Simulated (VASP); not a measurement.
Band structure of PrBi (space group F-43m). These are PBE GGA, VASP's PBE PAW potentials (set 64) (plane waves; VASP 6.6.1) values and carry that method's errors.

Unless said otherwise, spin-orbit coupling is left out, though it shifts the bands of the heavy elements here.

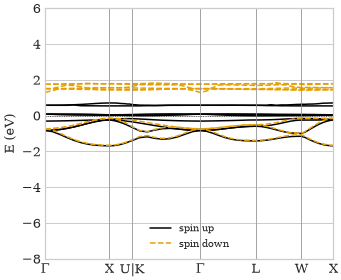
Figure: Bands along high-symmetry lines, zero at the valence-band maximum or, without a gap, the Fermi level

**Question.** Read the plot: is there a gap, and where are the band edges?

**Answer.** It has no gap at this level: it comes out as a metal or semimetal.

The structure was generated: PrBi was put into an ordered model structure, which need not be its known phase. The cell was not relaxed at this level.
